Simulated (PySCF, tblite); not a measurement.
# C₅H₁₀N₂OSi: geometry, infrared bands, NMR shifts and electronic excitations, part 2 of 2

tblite 0.8.0 and PySCF 2.14.0. Atoms count from 0. Earlier steps stand in the parts before.

## Step 5: Nuclear shieldings: PBE0/pcSseg-1

What the job is given:

```
{"job": {"kind": "nmr", "xc": "PBE0", "basis": "pcSseg-1"}, "charge": 0, "multiplicity": 1}
C     -0.893316    -1.582464    -1.737923
N     -0.747016    -0.357667    -1.465790
Si    -1.092650     0.359024     0.098409
C     -2.353591     1.708283    -0.092135
O      0.332949     1.064810     0.622695
C      1.634433     0.761268     0.237138
C      2.256958    -0.327148     1.116992
C      1.610711    -1.622253     0.950074
N      1.071978    -2.632751     0.781402
H     -1.246984    -2.350108    -1.017839
H     -0.652561    -1.965259    -2.748459
H     -1.541907    -0.662797     1.095928
H     -2.529390     2.212754     0.870308
H     -3.311985     1.295255    -0.443419
H     -2.006539     2.455056    -0.821723
H      1.680180     0.451833    -0.822503
H      2.249944     1.669614     0.346083
H      2.182723    -0.030265     2.175246
H      3.327504    -0.437235     0.878609
```

Level: GIAO PBE0/pcSseg-1 NMR shielding, non-relativistic, gas phase.

The program printed:

```text
coarse grid: 16464 points
cycle   1  E = -669.9667576728  dE =  9.880e-01  |g| = 8.369e-01  |ddm| = 3.907e+00
cycle   2  E = -669.6699420483  dE =  2.968e-01  |g| = 1.467e+00  |ddm| = 1.890e+00
cycle   3  E = -670.1022485384  dE = -4.323e-01  |g| = 2.106e-01  |ddm| = 1.304e+00
cycle   4  E = -670.1100375051  dE = -7.789e-03  |g| = 9.815e-02  |ddm| = 1.795e-01
cycle   5  E = -670.1118038909  dE = -1.766e-03  |g| = 3.487e-02  |ddm| = 8.396e-02
cycle   6  E = -670.1120676184  dE = -2.637e-04  |g| = 7.155e-03  |ddm| = 2.656e-02
cycle   7  E = -670.1120764857  dE = -8.867e-06  |g| = 3.298e-03  |ddm| = 6.850e-03
cycle   8  E = -670.1120786626  dE = -2.177e-06  |g| = 4.994e-04  |ddm| = 2.702e-03
final grid: 154880 points
cycle   9  E = -670.1722801646  dE = -2.853e-05  |g| = 1.126e-02  |ddm| = 2.778e-02
cycle  10  E = -670.1722543340  dE =  2.583e-05  |g| = 1.637e-02  |ddm| = 1.896e-02
cycle  11  E = -670.1723050443  dE = -5.071e-05  |g| = 1.971e-03  |ddm| = 1.201e-02
cycle  12  E = -670.1723058591  dE = -8.148e-07  |g| = 3.945e-04  |ddm| = 1.537e-03
cycle  13  E = -670.1723058820  dE = -2.286e-08  |g| = 2.225e-04  |ddm| = 4.082e-04
cycle  14  E = -670.1723058917  dE = -9.714e-09  |g| = 7.016e-05  |ddm| = 1.874e-04
cycle  15  E = -670.1723058925  dE = -8.811e-10  |g| = 3.001e-05  |ddm| = 6.330e-05
converged SCF energy = -670.1723058925

GIAO shielding tensors (ppm)
atom      isotropic    diamagn.    paramagn.     s11        s22        s33       span
  0 C        0.701     255.013    -254.312   -101.034    -22.482    125.620    226.654
  1 N     -151.298     335.345    -486.643   -534.217   -191.780    272.103    806.320
  2 Si     349.502     884.770    -535.267    299.667    349.758    399.082     99.415
  3 C      183.981     256.828     -72.846    175.363    185.645    190.936     15.573
  4 O      284.649     402.450    -117.801    243.697    295.534    314.716     71.019
  5 C      123.581     244.824    -121.244     91.741    113.778    165.223     73.481
  6 C      161.312     252.012     -90.700    148.316    159.917    175.704     27.388
  7 C       58.652     264.008    -205.356    -58.609    -52.978    287.543    346.151
  8 N      -42.608     340.642    -383.250   -224.517   -200.877    297.571    522.088
  9 H       22.476      32.323      -9.847     19.452     23.040     24.936      5.484
 10 H       22.451      29.337      -6.886     21.229     22.794     23.331      2.102
 11 H       25.957      33.760      -7.803     21.842     25.860     30.170      8.328
 12 H       30.833      30.425       0.408     26.752     28.538     37.209     10.457
 13 H       31.333      29.615       1.718     27.228     28.350     38.419     11.191
 14 H       30.595      31.118      -0.523     26.363     28.472     36.949     10.586
 15 H       27.077      32.488      -5.411     23.176     26.969     31.086      7.910
 16 H       27.476      29.607      -2.131     21.767     27.335     33.328     11.561
 17 H       28.843      28.724       0.119     25.178     27.171     34.179      9.001
 18 H       29.351      26.852       2.499     24.394     27.556     36.104     11.710
```

Run time: 2.3 min. Hardware: 1 thread of Intel Xeon at 2.50GHz, shared host; peak memory 1.1 GiB.

Shifts follow as δ = σ(reference) − σ, with reference shieldings (ppm) from runs at the same level and on the same kind of geometry: ¹H TMS 31.27, ¹³C TMS 184.4, ²⁹Si TMS 352.0, ¹⁵N NH3 265.7, ¹⁷O H2O 334.6. The references are single molecules in the gas phase, so shifts against H2O, NH3, PH3, H3PO4 or CFCl3 are not on the usual liquid scales and can be off by tens of ppm. Atoms listed in one row are averaged.

```tsv
atoms	environment	σ (ppm)	δ (ppm)	δ scaled to CDCl3
C0	C=N carbon	0.7	183.7	177.9
C7	nitrile carbon	58.7	125.8	121.6
C5	sp3 CH2 bonded to O	123.6	60.8	58.6
C6	sp3 CH2 α to a nitrile	161.3	23.1	21.9
C3	methyl carbon bonded to Si	184.0	0.4	-0.1
H10	hydrogen on a C=N carbon	22.45	8.82	8.57
H9	hydrogen on a C=N carbon	22.48	8.79	8.55
H11	hydrogen on a silicon bonded to C, N, O	25.96	5.31	–
H15	hydrogen on an sp3 CH2 bonded to O	27.08	4.19	4.19
H16	hydrogen on an sp3 CH2 bonded to O	27.48	3.79	3.81
H17	hydrogen on an sp3 CH2 α to a nitrile	28.84	2.42	2.51
H18	hydrogen on an sp3 CH2 α to a nitrile	29.35	1.92	2.03
H12, H13, H14	hydrogen on a methyl carbon bonded to Si	30.92	0.35	0.55
N1	imine nitrogen	-151.3	417.0	–
N8	nitrile nitrogen	-42.6	308.3	–
Si2	silicon bonded to C, N, O, H	349.5	2.5	–
O4	oxygen bonded to C, Si	284.6	49.9	–
```

The scaled column applies a straight-line fit of computed shieldings to shifts measured in CDCl3 (root-mean-square error 0.21 ppm for H, 2.0 ppm for C).

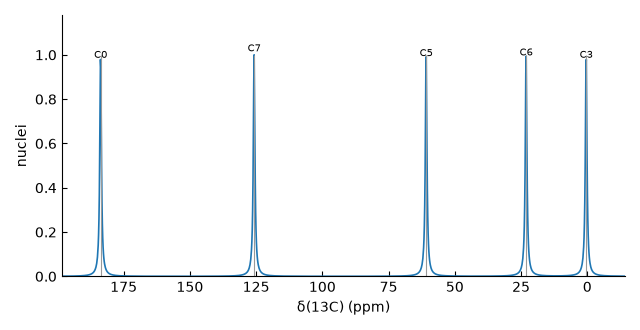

¹³C lines at the computed shifts, without couplings. Lines are broadened to a width of 0.73 ppm (Lorentzian).

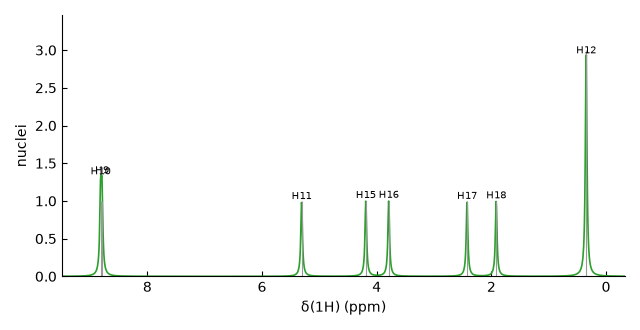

¹H lines at the computed shifts, without couplings. Lines are broadened to a width of 0.03 ppm (Lorentzian).

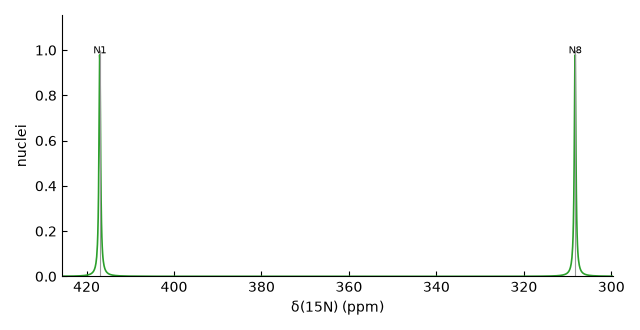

¹⁵N lines at the computed shifts, without couplings. Lines are broadened to a width of 0.43 ppm (Lorentzian).

Charges from the same density, by scheme (e):

```tsv
atoms	Mulliken	IAO	Hirshfeld	ESP fit
C0	0.04	-0.05	0.04	0.29
N1	-0.59	-0.55	-0.25	-0.65
Si2	1.03	1.22	0.44	1.04
C3	-0.64	-0.74	-0.21	-0.89
O4	-0.66	-0.64	-0.23	-0.54
C5	0.08	-0.03	0.02	0.29
C6	-0.21	-0.31	-0.05	-0.28
C7	0.05	0.14	0.09	0.37
N8	-0.27	-0.26	-0.22	-0.47
```

ESP fit charges:

C0 0.29; N1 -0.65; Si2 1.04; C3 -0.89; O4 -0.54; C5 0.29; C6 -0.28; C7 0.37; N8 -0.47; H9 0.02; H10 0.05; H11 -0.18; H12 0.21; H13 0.22; H14 0.23; H15 0.01; H16 0.04; H17 0.13; H18 0.12

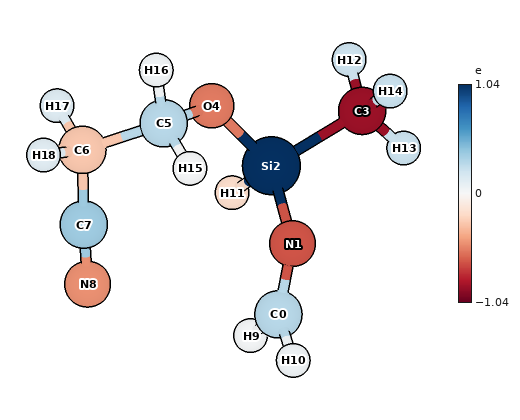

ESP fit charges, as colours on the atoms.

Mayer bond orders: C0–N1 1.96, N1–Si2 0.90, Si2–C3 0.97, Si2–O4 0.90, O4–C5 0.93, C5–C6 1.02, C6–C7 1.00, C7–N8 3.00.

The fields below are evaluated on a grid from the run's orbitals.

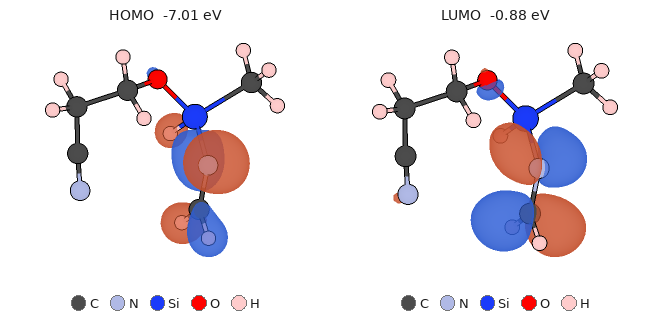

PBE0/pcSseg-1 orbitals near the gap, drawn at the value that encloses 70 % of each; the two colours are the two signs.

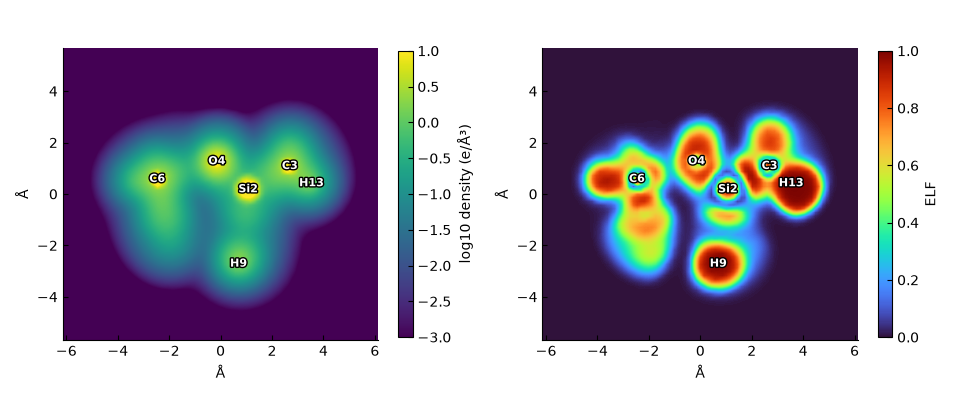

Density (left) and ELF (right) in a plane through or near 6 of the atoms.

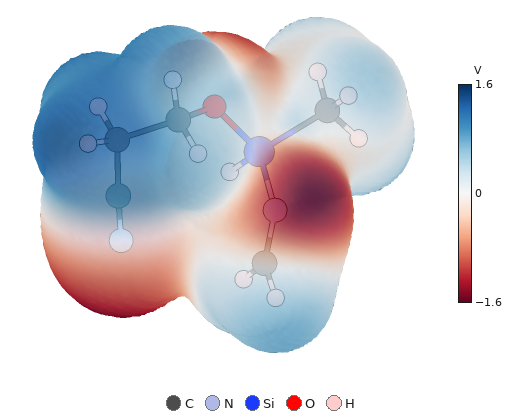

The potential that a unit positive charge feels on the 0.002 e/bohr³ surface, from -1.60 V near N8 to 1.31 V near H18.

## Step 6: Ultraviolet spectrum: PBE0/def2-SVPD

The job, as its differences from that of step 5:

```diff
@@ -1,2 +1,2 @@
-{"job": {"kind": "nmr", "xc": "PBE0", "basis": "pcSseg-1"}, "charge": 0, "multiplicity": 1}
+{"job": {"kind": "uv", "xc": "PBE0", "basis": "def2-SVPD", "ip": true}, "charge": 0, "multiplicity": 1}
 C     -0.893316    -1.582464    -1.737923
```

Method: TDDFT PBE0/def2-SVPD, vertical, gas phase, core orbitals frozen in the response.

The program printed:

```text
coarse grid: 16464 points
cycle   1  E = -669.6477251690  dE =  9.186e-01  |g| = 7.994e-01  |ddm| = 6.579e+00
cycle   2  E = -669.3442336794  dE =  3.035e-01  |g| = 1.441e+00  |ddm| = 3.653e+00
cycle   3  E = -669.7784932553  dE = -4.343e-01  |g| = 1.929e-01  |ddm| = 2.415e+00
cycle   4  E = -669.7850550289  dE = -6.562e-03  |g| = 9.564e-02  |ddm| = 2.747e-01
cycle   5  E = -669.7867734939  dE = -1.718e-03  |g| = 3.421e-02  |ddm| = 1.366e-01
cycle   6  E = -669.7870404722  dE = -2.670e-04  |g| = 6.622e-03  |ddm| = 5.095e-02
cycle   7  E = -669.7870483191  dE = -7.847e-06  |g| = 3.146e-03  |ddm| = 1.937e-02
final grid: 154880 points
cycle   8  E = -669.8764090046  dE = -3.810e-05  |g| = 8.156e-03  |ddm| = 1.386e-01
cycle   9  E = -669.8763963597  dE =  1.264e-05  |g| = 1.137e-02  |ddm| = 2.566e-02
cycle  10  E = -669.8764234665  dE = -2.711e-05  |g| = 1.824e-03  |ddm| = 1.623e-02
cycle  11  E = -669.8764242095  dE = -7.430e-07  |g| = 3.485e-04  |ddm| = 4.000e-03
cycle  12  E = -669.8764242267  dE = -1.718e-08  |g| = 2.251e-04  |ddm| = 7.939e-04
cycle  13  E = -669.8764242365  dE = -9.827e-09  |g| = 6.394e-05  |ddm| = 2.775e-04
cycle  14  E = -669.8764242373  dE = -7.899e-10  |g| = 2.689e-05  |ddm| = 1.144e-04
converged SCF energy = -669.8764242373

Static polarisability (au): isotropic 97.689, principal 84.911 97.715 110.442

Singlet excitations
state   eV       nm        f      main configurations
  1   4.0429    306.7   0.00020   H->L 0.98
  2   6.0570    204.7   0.00973   H-1->L 0.98
  3   6.4455    192.4   0.00295   H->L+1 0.94
  4   6.6921    185.3   0.00278   H->L+2 0.54, H->L+5 0.25, H->L+3 0.15
  5   6.9245    179.1   0.00004   H->L+3 0.47, H->L+2 0.38, H->L+5 0.08
  6   6.9871    177.4   0.00532   H-2->L 0.86, H-3->L 0.11
  7   7.1015    174.6   0.01163   H->L+4 0.83, H->L+3 0.12
  8   7.1902    172.4   0.02579   H->L+5 0.62, H->L+3 0.22
  9   7.2311    171.5   0.04519   H-3->L 0.71, H-2->L 0.10
 10   7.3684    168.3   0.01625   H-1->L+1 0.73, H-4->L 0.13

Triplet excitations (Tamm-Dancoff, eV): 3.4206 4.9892 5.9289 6.2082
Vertical ionisation energy (delta-SCF) = 9.0362 eV
```

Wall time 9.6 min (1 thread of Intel Xeon at 2.50GHz, shared host); peak memory 1.1 GiB.

The orbitals next to the gap, with their largest atomic shares:

```tsv
orbital	eV	atoms
HOMO−3	-9.16	N1 18 %, N8 15 %, C3 13 %
HOMO−2	-9.08	O4 51 %, C5 16 %, H15 10 %
HOMO−1	-8.16	O4 38 %, Si2 12 %, C3 12 %
HOMO	-7.06	N1 55 %, C0 16 %, Si2 10 %
LUMO	-0.96	C0 42 %, N1 31 %, H10 6 %
LUMO+1	0.30	C6 16 %, C7 16 %, N8 15 %
LUMO+2	0.71	N8 28 %, C7 26 %, C6 13 %
```

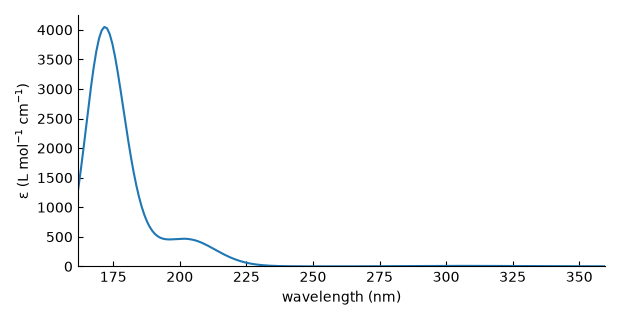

Absorption spectrum: each of the 10 states is a Gaussian band of 0.4 eV half-width at 1/e. Beyond the last state computed it falls off for lack of states.

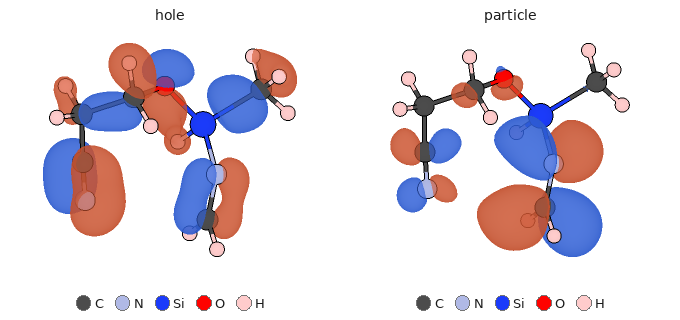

Leading natural transition orbitals of singlet state 9: the electron leaves the hole (left) for the particle orbital (right).

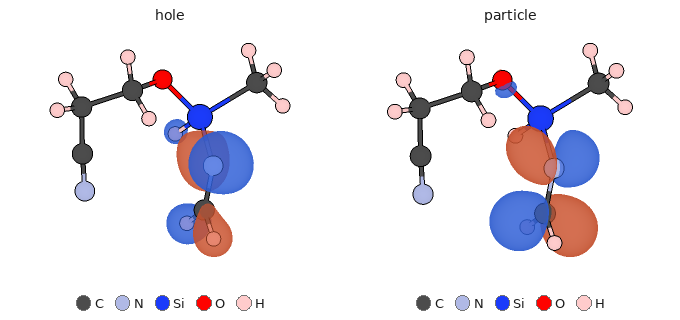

Leading natural transition orbitals of singlet state 1: the electron leaves the hole (left) for the particle orbital (right).

Ground-state properties from the same run:

```tsv
property	computed
dipole moment (D)	2.13
polarisability (Å³)	14.48
HOMO–LUMO gap (eV)	6.10
−ε(HOMO) (eV)	7.06
```

## Step 7: Nuclear shieldings: CAM-B3LYP/pcSseg-1

The job, as its differences from that of step 6:

```diff
@@ -1,2 +1,2 @@
-{"job": {"kind": "uv", "xc": "PBE0", "basis": "def2-SVPD", "ip": true}, "charge": 0, "multiplicity": 1}
+{"job": {"kind": "nmr", "xc": "CAM-B3LYP", "basis": "pcSseg-1", "pop": false}, "charge": 0, "multiplicity": 1}
 C     -0.893316    -1.582464    -1.737923
```

With the program's defaults for keys left out, this is: GIAO CAM-B3LYP/pcSseg-1 NMR shielding, non-relativistic, gas phase.

The program printed:

```text
coarse grid: 16464 points
cycle   1  E = -670.3232282741  dE =  1.129e+00  |g| = 9.059e-01  |ddm| = 3.869e+00
cycle   2  E = -670.1443998290  dE =  1.788e-01  |g| = 1.351e+00  |ddm| = 1.624e+00
cycle   3  E = -670.4908276782  dE = -3.464e-01  |g| = 1.359e-01  |ddm| = 9.945e-01
cycle   4  E = -670.4931445191  dE = -2.317e-03  |g| = 9.195e-02  |ddm| = 1.266e-01
cycle   5  E = -670.4947708364  dE = -1.626e-03  |g| = 2.047e-02  |ddm| = 6.859e-02
cycle   6  E = -670.4948592540  dE = -8.842e-05  |g| = 3.992e-03  |ddm| = 1.741e-02
cycle   7  E = -670.4948630475  dE = -3.793e-06  |g| = 2.115e-03  |ddm| = 4.503e-03
final grid: 154880 points
cycle   8  E = -670.5729090731  dE = -2.749e-05  |g| = 3.661e-03  |ddm| = 1.383e-02
cycle   9  E = -670.5729092198  dE = -1.466e-07  |g| = 3.695e-03  |ddm| = 4.729e-03
cycle  10  E = -670.5729121195  dE = -2.900e-06  |g| = 8.132e-04  |ddm| = 2.403e-03
cycle  11  E = -670.5729122420  dE = -1.225e-07  |g| = 2.519e-04  |ddm| = 6.288e-04
cycle  12  E = -670.5729122526  dE = -1.061e-08  |g| = 1.139e-04  |ddm| = 2.227e-04
cycle  13  E = -670.5729122552  dE = -2.597e-09  |g| = 2.970e-05  |ddm| = 9.341e-05
cycle  14  E = -670.5729122554  dE = -1.894e-10  |g| = 5.931e-06  |ddm| = 2.498e-05
converged SCF energy = -670.5729122554

GIAO shielding tensors (ppm)
atom      isotropic    diamagn.    paramagn.     s11        s22        s33       span
  0 C       -3.529     254.435    -257.964   -109.152    -26.380    124.945    234.098
  1 N     -161.692     336.126    -497.818   -557.246   -202.248    274.418    831.663
  2 Si     342.805     884.569    -541.763    292.450    342.008    393.959    101.510
  3 C      181.906     255.480     -73.574    173.067    183.508    189.142     16.075
  4 O      287.823     403.485    -115.662    248.273    297.377    317.821     69.548
  5 C      121.532     244.044    -122.512     90.202    111.402    162.992     72.790
  6 C      159.362     251.717     -92.354    146.228    157.050    174.809     28.582
  7 C       55.000     264.217    -209.217    -64.608    -58.910    288.519    353.127
  8 N      -46.080     342.345    -388.425   -229.730   -206.277    297.767    527.497
  9 H       22.671      32.648      -9.977     19.690     23.218     25.105      5.416
 10 H       22.640      29.541      -6.901     21.371     22.941     23.608      2.236
 11 H       26.210      34.109      -7.899     22.181     26.053     30.396      8.215
 12 H       30.914      30.453       0.461     26.897     28.677     37.167     10.270
 13 H       31.422      29.626       1.795     27.391     28.481     38.393     11.003
 14 H       30.660      31.134      -0.474     26.486     28.604     36.890     10.404
 15 H       27.203      32.715      -5.511     23.350     27.117     31.143      7.793
 16 H       27.550      29.592      -2.041     21.869     27.431     33.350     11.481
 17 H       28.946      28.864       0.082     25.307     27.302     34.229      8.922
 18 H       29.474      26.795       2.679     24.547     27.724     36.152     11.604
```

It took 2.3 min on 1 thread of Intel Xeon at 2.50GHz, shared host; peak memory 1.1 GiB.

This run: δ C0 186.0, C7 127.4, C5 60.9, C6 23.1, H10 8.69, H9 8.66 ppm.

## Step 8: Comparing the runs: NMR shifts

Shifts (ppm) of some atoms, chosen among heavy atoms and hydrogens apart, with basis size and wall time:

```tsv
run	C0	C7	H9	H11	N1	N8	Si2	functions	time
PBE0/pcSseg-1	183.7	125.8	8.79	5.31	417.0	308.3	2.5	210	2.3 min
CAM-B3LYP/pcSseg-1	186.0	127.4	8.66	5.12	429.0	313.4	0.6	210	2.3 min
```

## Step 9: Outcome

This closing draws on all 2 parts.

| quantity | value |
| --- | --- |
| strongest single infrared mode (GFN2-xTB) | 2278 cm⁻¹, 296 km/mol |
| zero-point energy (GFN2-xTB) | 89.6 kcal/mol |
| point group | C1 |
| rotational constants (main isotopes) | 1.88, 1.08, 0.81 GHz |
| ¹³C shifts against TMS (PBE0/pcSseg-1) | 183.7, 125.8, 60.8, 23.1, 0.4 ppm |
| ¹H shifts against TMS (PBE0/pcSseg-1, means over atoms taken as alike) | 8.82, 8.79, 5.31, 4.19, 3.79, 2.42, 1.92, 0.35 ppm |
| ¹⁵N shifts against NH3 (PBE0/pcSseg-1) | 417.0, 308.3 ppm |
| ²⁹Si shifts against TMS (PBE0/pcSseg-1) | 2.5 ppm |
| ¹⁷O shifts against H2O (PBE0/pcSseg-1) | 49.9 ppm |
| surface potential, least and greatest | -1.60 V and 1.31 V |
| lowest singlet (PBE0/def2-SVPD) | 4.04 eV (307 nm), f = 0.000 |
| brightest single state of those computed | state 9, 7.23 eV, f = 0.045 |
| lowest triplet | 3.42 eV |
| vertical ionisation energy (ΔSCF) | 9.04 eV |
| range of the shift of N1 | 417.0 to 429.0 ppm |

What this shows: The optimisation took 129 steps and gained 0.543 eV; among the close pairs (by a distance rule), C0–N1 changed most, from 1.296 to 1.246 Å (GFN2-xTB). No mode is imaginary among the 51: a minimum at this level. The strongest single mode, at 2278 cm⁻¹, moves mainly H11. GFN2-xTB is a fitted tight-binding method: band positions and strengths are rough. Its intensities can rank the bands wrongly. The optimisation took 23 steps and gained 0.319 eV; among the close pairs (by a distance rule), C3–H14 changed most, from 1.059 to 1.100 Å (PBE0/def2-SVP). At PBE0/pcSseg-1: The largest span, 806 ppm, is at N1, where the paramagnetic term is -487 ppm. By nearest atom (PBE0/pcSseg-1), the HOMO sits on N1 62 %; H9 11 % and the LUMO on C0 36 %; N1 29 %. The first singlet state (HOMO→LUMO 0.98) lies at 4.04 eV and is dark; of the 10 states computed, the strongest absorption comes from state 9 at 7.23 eV. The lowest triplet lies 0.62 eV below the lowest singlet (triplets in Tamm-Dancoff, singlets in full TDDFT). The orbital energy would give 7.06 eV for ionisation, ΔSCF gives 9.04 eV. In ppm, N1 moves most: its shift spreads over 12.0 ppm, from 417.0 (PBE0/pcSseg-1) to 429.0 (CAM-B3LYP/pcSseg-1).
